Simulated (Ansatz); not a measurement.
WC (P-6m2): Drude plasma energy along x against volume

The cell of WC (P-6m2) is scaled evenly and the response computed anew at each volume, on one mesh. x, y and z are the Cartesian axes of the input cell.

It takes space group P-6m2 (No. 187, hexagonal). Conventional cell: a = 2.907 Å, b = 2.907 Å, c = 2.837 Å, α = 90.00°, β = 90.00°, γ = 120.00°. W on site a has 6 C at 2.20 Å as nearest neighbours. C on site f is surrounded by 6 W at 2.20 Å.

Method: Ansatz 0.2.0, PBE, independent particles, k-mesh 18×18×15 with interpolation inside its cells, Gaussian parameter 0.1 eV.

Launch of the response step: `ansatz run input.yaml --threads 4 --pin off --max-ram 8192MiB --backend cpu --events-out ev --progress --plain --runs-dir out`. The series took 3.1 min in all, on 4 threads of Intel(R) Xeon(R) Platinum 8559C (Emerald Rapids) (shared host).

| V/V₀ | V (Å³, primitive cell) | Drude plasma energy along x (eV) |
| --- | --- | --- |
| 0.94 | 19.51 | 3.611 |
| 0.96 | 19.92 | 3.481 |
| 0.98 | 20.34 | 3.361 |
| 1.00 | 20.75 | 3.250 |
| 1.02 | 21.17 | ? |
| 1.04 | 21.58 | 3.051 |
| 1.06 | 22.00 | 2.964 |

For small changes the quantity should be close to linear in ln V.

Working, on the rows shown:

| x = ln(V/V₀) | y = Drude plasma energy along x |
| --- | --- |
| -0.0618754 | 3.611 |
| -0.040822 | 3.481 |
| -0.0202027 | 3.361 |
| 0 | 3.25 |
| 0.0392207 | 3.051 |
| 0.0582689 | 2.964 |

Means: x̄ = -0.0042351, ȳ = 3.2863. Σ(x − x̄)(y − ȳ) = -0.05756, Σ(x − x̄)² = 0.01073. Slope = -0.05756 / 0.01073 = -5.364; intercept = ȳ − slope · x̄ = 3.2636. The line misses the rows shown by at most 0.015 eV.

Problem. Predict the last column of the withheld row from the fit.

Solution. At x = 0.019803 the line gives y = 3.1574 eV. The run gave 3.147 eV, so the interpolation is off by 0.01 eV, 1.6 % of the range in the table.

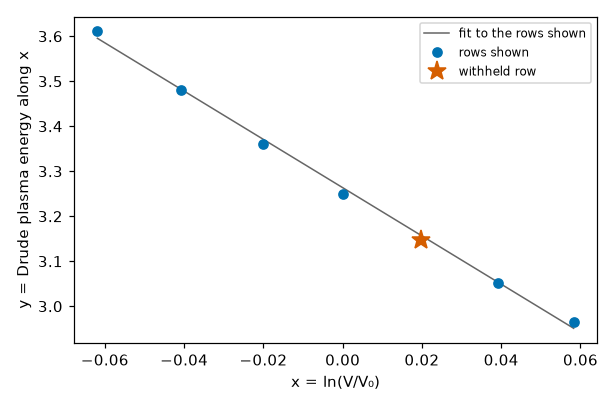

Between the rows on either side of x = 0 the slope is (3.147 − 3.361) / (0.019803 − (-0.020203)) = -5.349. So d ln ωp/d ln V = -1.65; free electrons would give −0.50. The values come from a sum over the points of one k-mesh and carry its error, which is largest for Fermi-surface quantities. Spin-orbit coupling is left out.
